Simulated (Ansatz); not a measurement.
# SiH2: single points with varied inputs

How do the results and run time of SiH2 respond when the settings are drawn wide?

Program: Ansatz 0.2.0, Gaussian basis. Level of theory: the settings change from run to run. These are calculated values, not measurements.

### Step 1. The molecule

The structure was relaxed beforehand with PBE0-D4 in a triple-zeta def2 set.

3 atoms, charge 0, spin multiplicity 1.

Atoms are counted from 1 here; the program's logs count them from 0.

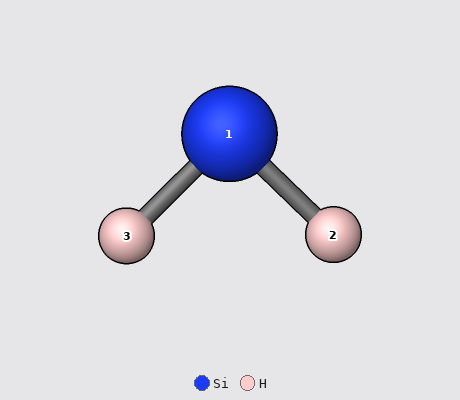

The geometry (silicon blue, hydrogen pink); atoms are numbered from 1 in the order of the file.

### Step 2. wB97/def2-SVP

in.yaml

```yaml
crystal:
  periodic: [false, false, false]
  atoms:
    - {symbol: Si, position_ang: [-0.491202, 0.468571, -0.213612]}
    - {symbol: H, position_ang: [0.840317, 0.578644, 0.522462]}
    - {symbol: H, position_ang: [-0.349116, -1.047214, -0.308851]}
basis:
  gaussian: {orbitals: def2-SVP}
hamiltonian: {xc: {name: wB97}}
output: {forces: true}
```

Launch:

```sh
ansatz run in.yaml --threads 2 --pin off --events-out ev --progress --plain --max-ram 32768MiB --backend cpu
```

Standard output, shortened:

```text
Functional definition: wB97
  name "wB97"
  cite "Chai & Head-Gordon, J. Chem. Phys. 128, 084106 (2008) doi:10.1063/1.2834918"
  cite "Becke, J. Chem. Phys. 107, 8554 (1997) doi:10.1063/1.475007"
[...]
  # The coefficients of nought are those of the uniform gas.
[...]
      + integral(e_c_pw_opposite_spin*poly(b97_u_opposite, 1, cos1, cos2, cos3, cos4))
312 factors; their error is unknown
136 factors; integrals over basis functions are off by at most 1.6e-5 eV
[...]
mean field -7904.83330725 eV, -290.4972659530 hartree, gradient 1.6e-5 eV, S^2 0.000000; 0 other end points of the search recorded, 0 dependent functions left out
[...]
reference -7904.83330087 eV, -290.4972657185 hartree; 8, 8 occupied and 20, 20 virtual orbitals, 312 factors
Total energy: -7904.83330087 eV, -290.4972657185 hartree
Atom 0 at    -0.491202     0.468571    -0.213612 Å, force     0.024306    -0.023186     0.010570 eV/Å
Atom 1 at     0.840317     0.578644     0.522462 Å, force     0.011998     0.044605     0.011594 eV/Å
Atom 2 at    -0.349116    -1.047214    -0.308851 Å, force    -0.036304    -0.021419    -0.022164 eV/Å
Dipole moment:     0.063989    -0.061041     0.027827 e Å
```

Wall time 0.61 s (2 threads, shared host).

Largest force 0.048 eV/Å, dipole 0.45 D.

### Step 3. wB97X-V/6-31G*

Options: charge +1, multiplicity 2, density fitting with cc-pVTZ-jkfit, a grid of angular degree 11, relativity set to scalar.

in.yaml, as its differences from that of step 2:

```diff
@@ -7,4 +7,6 @@
 basis:
-  gaussian: {orbitals: def2-SVP}
-hamiltonian: {xc: {name: wB97}}
+  gaussian: {orbitals: "6-31G*", fitting: {mean_field: cc-pVTZ-jkfit}, final_grid: {core_spheres: 5, valence_spheres: 4, degree: 11}}
+total_charge: 1
+magnetization: {spin_polarized: true, initial_magnetization: 1}
+hamiltonian: {xc: {name: wB97X-V}, pseudopotentials: {relativity: scalar}}
 output: {forces: true}
```

Launched as before.

Standard output, shortened:

```text
Functional definition: wB97X-V
  name "wB97X-V"
  cite "Mardirossian & Head-Gordon, Phys. Chem. Chem. Phys. 16, 9904 (2014) doi:10.1039/C3CP54374A"
  cite "Becke, J. Chem. Phys. 107, 8554 (1997) doi:10.1063/1.475007"
  cite "Vydrov & Van Voorhis, J. Chem. Phys. 133, 244103 (2010) doi:10.1063/1.3521275"
[...]
      + integral(e_c_pw_opposite_spin*poly(b97_u_opposite, cos0, cos1)) + vv10(b, c)
181 factors; integrals over basis functions are off by at most 1.9e-1 eV
181 factors; integrals over basis functions are off by at most 1.1e-6 eV
[...]
mean field -7911.32421725 eV, -290.7358024959 hartree, gradient 7.3e-5 eV, S^2 0.752486; 0 other end points of the search recorded, 0 dependent functions left out
[...]
reference -7911.32421724 eV, -290.7358024953 hartree; 8, 7 occupied and 15, 16 virtual orbitals, 181 factors
Total energy: -7911.32421724 eV, -290.7358024953 hartree
Relativity: scalar
Atom 0 at    -0.491202     0.468571    -0.213612 Å, force     1.653398    -1.577222     0.719023 eV/Å
Atom 1 at     0.840317     0.578644     0.522462 Å, force    -0.519961     1.207898    -0.145127 eV/Å
Atom 2 at    -0.349116    -1.047214    -0.308851 Å, force    -1.133438     0.369324    -0.573896 eV/Å
Dipole moment:    -0.074020     0.070610    -0.032190 e Å
```

It took 0.46 s on 2 threads, shared host.

Largest force 2.395 eV/Å, ⟨S²⟩ 0.752.

### Step 4. PBEsol/cc-pVDZ

Options: multiplicity 3, atoms shaken by 0.03 Å.

in.yaml

```yaml
crystal:
  periodic: [false, false, false]
  atoms:
    - {symbol: Si, position_ang: [-0.459400, 0.454289, -0.175998]}
    - {symbol: H, position_ang: [0.833494, 0.508695, 0.510925]}
    - {symbol: H, position_ang: [-0.403976, -1.054891, -0.337314]}
basis:
  gaussian: {orbitals: cc-pVDZ}
magnetization: {spin_polarized: true, initial_magnetization: 2}
hamiltonian: {xc: {name: PBEsol}}
output: {forces: true}
```

Same command.

Standard output, shortened:

```text
Functional definition: PBEsol
  name "PBEsol"
  cite "Perdew et al., Phys. Rev. Lett. 100, 136406 (2008) doi:10.1103/PhysRevLett.100.136406"
  cite "Perdew, Burke & Ernzerhof, Phys. Rev. Lett. 77, 3865 (1996) doi:10.1103/PhysRevLett.77.3865"
  parent pbesol
[...]
270 factors; integrals over basis functions are off by at most 1.3e-3 eV
[...]
mean field -7887.45589190 eV, -289.8586577176 hartree, gradient 4.3e-5 eV, S^2 2.002724; 0 other end points of the search recorded, 0 dependent functions left out
[...]
reference -7887.45591914 eV, -289.8586587189 hartree; 9, 7 occupied and 19, 21 virtual orbitals, 270 factors
Total energy: -7887.45591914 eV, -289.8586587189 hartree
Atom 0 at    -0.459400     0.454289    -0.175998 Å, force     0.046519    -0.984252    -0.099750 eV/Å
Atom 1 at     0.833494     0.508695     0.510925 Å, force     0.838775     1.072472     0.576545 eV/Å
Atom 2 at    -0.403976    -1.054891    -0.337314 Å, force    -0.885294    -0.088220    -0.476795 eV/Å
Dipole moment:    -0.051893     0.068707    -0.018624 e Å
```

Wall time 0.46 s (2 threads, shared host).

Largest force 1.479 eV/Å, dipole 0.42 D, ⟨S²⟩ 2.003.

### Step 5. B97M-V/cc-pVDZ

Options: unrestricted orbitals, atoms shaken by 0.03 Å.

in.yaml

```yaml
crystal:
  periodic: [false, false, false]
  atoms:
    - {symbol: Si, position_ang: [-0.546516, 0.463005, -0.158581]}
    - {symbol: H, position_ang: [0.880218, 0.552628, 0.535712]}
    - {symbol: H, position_ang: [-0.322717, -1.093381, -0.272422]}
basis:
  gaussian: {orbitals: cc-pVDZ}
magnetization: {spin_polarized: true, initial_magnetization: 0}
hamiltonian: {xc: {name: B97M-V}}
output: {forces: true}
```

Launched as before.

Standard output, shortened:

```text
Functional definition: B97M-V
  name "B97M-V"
  cite "Mardirossian & Head-Gordon, J. Chem. Phys. 142, 074111 (2015) doi:10.1063/1.4907719"
  cite "Becke, J. Chem. Phys. 107, 8554 (1997) doi:10.1063/1.475007"
  cite "Vydrov & Van Voorhis, J. Chem. Phys. 133, 244103 (2010) doi:10.1063/1.3521275"
  # Of w^i u^j: cxij and so on, Table III.
[...]
  gx(w, u) = cx00 + cx01*u + cx02*u^2 + (cx10 + cx11*u)*w
  gss(w, u) = css00 + css02*u^2 + css10*w + (css32*w^3 + css42*w^4)*u^2
  gos(w, u) = cos00 + cos01*u + cos03*u^3 + cos10*w + cos32*w^3*u^2
[...]
      + integral(e_c_pw_mod_opposite_spin*gos(b97_w_opposite, b97_u_opposite)) + vv10(b, c)
272 factors; integrals over basis functions are off by at most 1.2e-3 eV
[...]
mean field -7905.74122294 eV, -290.5306312393 hartree, gradient 2.7e-5 eV, S^2 0.000000; 1 other end points of the search recorded, 0 dependent functions left out
[...]
reference -7905.74125910 eV, -290.5306325682 hartree; 8, 8 occupied and 20, 20 virtual orbitals, 272 factors
Total energy: -7905.74125910 eV, -290.5306325682 hartree
Atom 0 at    -0.546516     0.463005    -0.158581 Å, force     0.620970    -0.428248     0.235909 eV/Å
Atom 1 at     0.880218     0.552628     0.535712 Å, force    -0.467925     0.083479    -0.211697 eV/Å
Atom 2 at    -0.322717    -1.093381    -0.272422 Å, force    -0.153045     0.344768    -0.024212 eV/Å
Dipole moment:    -0.025034     0.016095    -0.009677 e Å
```

Wall time 1 s (2 threads, shared host).

Largest force 0.790 eV/Å, dipole 0.15 D, ⟨S²⟩ 0.000.

### Step 6. r2SCAN0/def2-SVP

Options: unrestricted orbitals, atoms shaken by 0.15 Å, density fitting with def2-universal-jkfit, D3(BJ) dispersion.

in.yaml

```yaml
crystal:
  periodic: [false, false, false]
  atoms:
    - {symbol: Si, position_ang: [-0.398106, 0.290996, -0.308583]}
    - {symbol: H, position_ang: [0.507852, 0.549238, 0.799073]}
    - {symbol: H, position_ang: [-0.416510, -0.887213, -0.493379]}
basis:
  gaussian: {orbitals: def2-SVP, fitting: {mean_field: def2-universal-jkfit}}
magnetization: {spin_polarized: true, initial_magnetization: 0}
hamiltonian: {xc: {name: r2SCAN0}, dispersion: d3bj}
output: {forces: true}
```

The command is unchanged.

Standard output, shortened:

```text
Warning: the engine holds no damping parameters fitted to this dispersion correction and functional, so the run takes those fitted to r2scan0 beside the three-body term, which d3bj leaves out (hamiltonian.dispersion, under Limitations)
Functional definition: r2SCAN0
  name "r2SCAN0"
  cite "Bursch, Neugebauer, Ehlert & Grimme, J. Chem. Phys. 156, 134105 (2022) doi:10.1063/5.0086040"
  cite "Furness, Kaplan, Ning, Perdew & Sun, J. Phys. Chem. Lett. 11, 8208 (2020) doi:10.1021/acs.jpclett.0c02405"
  cite "Furness, Kaplan, Ning, Perdew & Sun, J. Phys. Chem. Lett. 11, 9248 (2020) doi:10.1021/acs.jpclett.0c03077"
  parent r2scan
[...]
164 factors; integrals over basis functions are off by at most 3.6e-1 eV
[...]
mean field -7902.75781846 eV, -290.4209931467 hartree, gradient 6.9e-5 eV, S^2 0.548752; 3 other end points of the search recorded, 0 dependent functions left out
[...]
reference -7902.75782458 eV, -290.4209933715 hartree; 8, 8 occupied and 20, 20 virtual orbitals, 164 factors
Total energy: -7902.76465421 eV, -290.4212443559 hartree
Atom 0 at    -0.398106     0.290996    -0.308583 Å, force    -0.815398    11.074845     0.567574 eV/Å
Atom 1 at     0.507852     0.549238     0.799073 Å, force     0.698376    -0.174552     0.802164 eV/Å
Atom 2 at    -0.416510    -0.887213    -0.493379 Å, force     0.117021   -10.900293    -1.369738 eV/Å
Dipole moment:     0.066435    -0.173755     0.054564 e Å
```

It took 1.3 s on 2 threads, shared host.

Largest force 11.119 eV/Å, dipole 0.93 D, ⟨S²⟩ 0.549. The spin excess of 0.55 shows a contaminated determinant.

### Step 7. CAM-B3LYP/pcseg-2

Set apart from the defaults: a grid of angular degree 47, D3(BJ) with three-body dispersion.

in.yaml

```yaml
crystal:
  periodic: [false, false, false]
  atoms:
    - {symbol: Si, position_ang: [-0.491202, 0.468571, -0.213612]}
    - {symbol: H, position_ang: [0.840317, 0.578644, 0.522462]}
    - {symbol: H, position_ang: [-0.349116, -1.047214, -0.308851]}
basis:
  gaussian: {orbitals: pcseg-2, final_grid: {core_spheres: 20, valence_spheres: 16, degree: 47}}
hamiltonian: {xc: {name: CAM-B3LYP}, dispersion: d3bjatm}
```

The command is unchanged.

Standard output, shortened:

```text
Functional definition: CAM-B3LYP
  name "CAM-B3LYP"
  cite "Yanai, Tew & Handy, Chem. Phys. Lett. 393, 51 (2004) doi:10.1016/j.cplett.2004.06.011"
  cite "Iikura, Tsuneda, Yanai & Hirao, J. Chem. Phys. 115, 3540 (2001) doi:10.1063/1.1383587"
  cite "Becke, Phys. Rev. A 38, 3098 (1988) doi:10.1103/PhysRevA.38.3098"
  cite "Lee, Yang & Parr, Phys. Rev. B 37, 785 (1988) doi:10.1103/PhysRevB.37.785"
  cite "Vosko, Wilk & Nusair, Can. J. Phys. 58, 1200 (1980) doi:10.1139/p80-159"
[...]
  # Exact exchange under (alpha + beta erf(omega r))/r, Becke's under what is left of 1/r.
[...]
387 factors; their error is unknown
92 factors; integrals over basis functions are off by at most 4.0e-4 eV
[...]
mean field -7908.33480200 eV, -290.6259435117 hartree, gradient 7.4e-6 eV, S^2 0.000000; 0 other end points of the search recorded, 0 dependent functions left out
reference -7908.33489901 eV, -290.6259470766 hartree; 8, 8 occupied and 54, 54 virtual orbitals, 387 factors
Total energy: -7908.35306297 eV, -290.6266145899 hartree
```

Run time: 0.61 s. Hardware: 2 threads, shared host.

### Step 8. B2GP-PLYP/x2c-TZVPPall

This run has finite nuclei.

in.yaml

```yaml
crystal:
  periodic: [false, false, false]
  atoms:
    - {symbol: Si, position_ang: [-0.491202, 0.468571, -0.213612]}
    - {symbol: H, position_ang: [0.840317, 0.578644, 0.522462]}
    - {symbol: H, position_ang: [-0.349116, -1.047214, -0.308851]}
basis:
  gaussian: {orbitals: x2c-TZVPPall, nuclear_model: gaussian}
hamiltonian: {xc: {name: B2GP-PLYP}}
output: {forces: true}
```

The command is unchanged.

Standard output, shortened:

```text
Functional definition: B2GP-PLYP
  name "B2GP-PLYP"
  cite "Karton, Tarnopolsky, Lamère, Schatz & Martin, J. Phys. Chem. A 112, 12868 (2008) doi:10.1021/jp801805p"
  cite "Becke, Phys. Rev. A 38, 3098 (1988) doi:10.1103/PhysRevA.38.3098"
  cite "Lee, Yang & Parr, Phys. Rev. B 37, 785 (1988) doi:10.1103/PhysRevB.37.785"
[...]
396 factors; integrals over basis functions are off by at most 4.8e-4 eV
[...]
mean field -7918.73552298 eV, -291.0081629577 hartree, gradient 1.7e-6 eV, S^2 0.000000; 0 other end points of the search recorded, 0 dependent functions left out; unrestricted orbitals would lower it
5 core orbitals not correlated: weight in the atoms' cores, before any rotation towards them, 1.000 or more for the frozen orbitals, at most 0.000 for the correlated occupied ones
reference -7918.73560806 eV, -291.0081660845 hartree; 3, 3 occupied and 62, 62 virtual orbitals, 396 factors
second order -3.50390284 eV of doubles, -0.00000000 eV of singles
[...]
Total energy: -7919.99701308 eV, -291.0545218640 hartree
Relativity: scalar
Atom 0 at    -0.491202     0.468571    -0.213612 Å, force     0.215411    -0.205487     0.093677 eV/Å
Atom 1 at     0.840317     0.578644     0.522462 Å, force    -0.166829     0.021927    -0.088161 eV/Å
Atom 2 at    -0.349116    -1.047214    -0.308851 Å, force    -0.048582     0.183560    -0.005516 eV/Å
Dipole moment:     0.009409    -0.008976     0.004092 e Å
```

It took 1.2 s on 2 threads, shared host.

Largest force 0.312 eV/Å, dipole 0.07 D.

### Step 9. B2GP-PLYP/cc-pVDZ

Set apart from the defaults: atoms shaken by 0.08 Å.

in.yaml

```yaml
crystal:
  periodic: [false, false, false]
  atoms:
    - {symbol: Si, position_ang: [-0.501013, 0.318144, -0.239640]}
    - {symbol: H, position_ang: [0.860255, 0.575600, 0.488588]}
    - {symbol: H, position_ang: [-0.325647, -1.154981, -0.259778]}
basis:
  gaussian: {orbitals: cc-pVDZ}
hamiltonian: {xc: {name: B2GP-PLYP}}
```

Same command.

Standard output, shortened:

```text
Functional definition: B2GP-PLYP
  name "B2GP-PLYP"
  cite "Karton, Tarnopolsky, Lamère, Schatz & Martin, J. Phys. Chem. A 112, 12868 (2008) doi:10.1021/jp801805p"
  cite "Becke, Phys. Rev. A 38, 3098 (1988) doi:10.1103/PhysRevA.38.3098"
  cite "Lee, Yang & Parr, Phys. Rev. B 37, 785 (1988) doi:10.1103/PhysRevB.37.785"
[...]
271 factors; integrals over basis functions are off by at most 1.3e-3 eV
[...]
mean field -7901.98597537 eV, -290.3926284366 hartree, gradient 4.7e-6 eV, S^2 0.000000; 0 other end points of the search recorded, 0 dependent functions left out; unrestricted orbitals would lower it
5 core orbitals not correlated: weight in the atoms' cores, before any rotation towards them, 1.000 or more for the frozen orbitals, at most 0.000 for the correlated occupied ones
reference -7901.98606169 eV, -290.3926316085 hartree; 3, 3 occupied and 20, 20 virtual orbitals, 271 factors
second order -2.84660992 eV of doubles, -0.00000000 eV of singles
Total energy: -7903.01084126 eV, -290.4302915632 hartree
```

It took 0.41 s on 2 threads, shared host.

### Step 10. SPW92/def2-TZVPD

Set apart from the defaults: unrestricted orbitals, atoms shaken by 0.15 Å, a grid of angular degree 47, high accuracy.

in.yaml

```yaml
crystal:
  periodic: [false, false, false]
  atoms:
    - {symbol: Si, position_ang: [-0.248152, 0.324858, -0.144135]}
    - {symbol: H, position_ang: [0.831904, 0.712696, 0.703428]}
    - {symbol: H, position_ang: [-0.359119, -1.148232, -0.634378]}
basis:
  gaussian: {orbitals: def2-TZVPD, final_grid: {core_spheres: 20, valence_spheres: 16, degree: 47}}
magnetization: {spin_polarized: true, initial_magnetization: 0}
hamiltonian: {xc: {name: SPW92}}
accuracy: high
output: {forces: true}
```

Launched as before.

Standard output, shortened:

```text
Functional definition: SPW92
  name "SPW92"
  cite "Dirac, Proc. Camb. Phil. Soc. 26, 376 (1930) doi:10.1017/S0305004100016108"
  cite "Slater, Phys. Rev. 81, 385 (1951) doi:10.1103/PhysRev.81.385"
  cite "Perdew & Wang, Phys. Rev. B 45, 13244 (1992) doi:10.1103/PhysRevB.45.13244"
[...]
906 factors; integrals over basis functions are off by at most 3.8e-9 eV
[...]
mean field -7875.05431596 eV, -289.4029082079 hartree, gradient 6.0e-8 eV, S^2 0.245694; 8 other end points of the search recorded, 0 dependent functions left out
[...]
reference -7875.05431856 eV, -289.4029083035 hartree; 8, 8 occupied and 53, 53 virtual orbitals, 906 factors
Total energy: -7875.05431856 eV, -289.4029083035 hartree
Atom 0 at    -0.248152     0.324858    -0.144135 Å, force    -2.696470     0.403904    -1.730041 eV/Å
Atom 1 at     0.831904     0.712696     0.703428 Å, force     1.814776    -0.537181     1.089711 eV/Å
Atom 2 at    -0.359119    -1.148232    -0.634378 Å, force     0.881694     0.133277     0.640330 eV/Å
Dipole moment:     0.130122    -0.087437     0.064373 e Å
```

It took 2 s on 2 threads, shared host.

Largest force 3.229 eV/Å, dipole 0.81 D, ⟨S²⟩ 0.246. The spin excess of 0.25 shows a contaminated determinant.

### Step 11. All runs side by side

| level | charge | multiplicity | geometry | functions | energy (eV) | time |
| --- | --- | --- | --- | --- | --- | --- |
| wB97/def2-SVP | 0 | 1 | relaxed | 28 | -7904.833 | 0.61 s |
| wB97X-V/6-31G* | 1 | 2 | relaxed | 23 | -7911.324 | 0.46 s |
| PBEsol/cc-pVDZ | 0 | 3 | shaken | 28 | -7887.456 | 0.46 s |
| B97M-V/cc-pVDZ | 0 | 1 | shaken | 28 | -7905.741 | 1 s |
| r2SCAN0/def2-SVP | 0 | 1 | shaken | 28 | -7902.765 | 1.3 s |
| CAM-B3LYP/pcseg-2 | 0 | 1 | relaxed | 62 | -7908.353 | 0.61 s |
| B2GP-PLYP/x2c-TZVPPall | 0 | 1 | relaxed | 70 | -7919.997 | 1.2 s |
| B2GP-PLYP/cc-pVDZ | 0 | 1 | shaken | 28 | -7903.011 | 0.41 s |
| SPW92/def2-TZVPD | 0 | 1 | shaken | 61 | -7875.054 | 2 s |

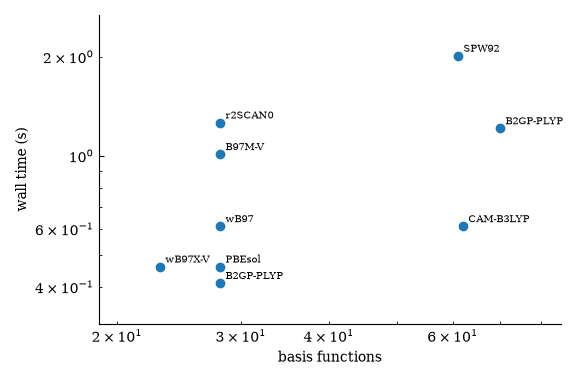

Wall time against the number of basis functions (shared host).

### Step 12. Outcome

```
                                         quantity                      value
                                             runs                          9
                                         quickest  B2GP-PLYP/cc-pVDZ, 0.41 s
                                          slowest      SPW92/def2-TZVPD, 2 s
spread of total energies, same state and geometry                    15.2 eV
                  dipole, same state and geometry             0.07 to 0.45 D
```

Run time spans a factor of 5, from B2GP-PLYP/cc-pVDZ to SPW92/def2-TZVPD. The jobs differ in tasks and options as well as level. The totals spread over 15 eV; they can't be compared across methods or bases. Some of these runs are scalar-relativistic and others not, which shifts the totals of all-electron atoms past neon by eV; core potentials, where a basis has them, take the core out of the total altogether. At the PBE0-D4/def2-TZVP geometry and in the same state, runs without warnings or point charges leave forces up to 0.31 eV/Å (B2GP-PLYP/x2c-TZVPPall), against 11.1 eV/Å where the atoms were moved.
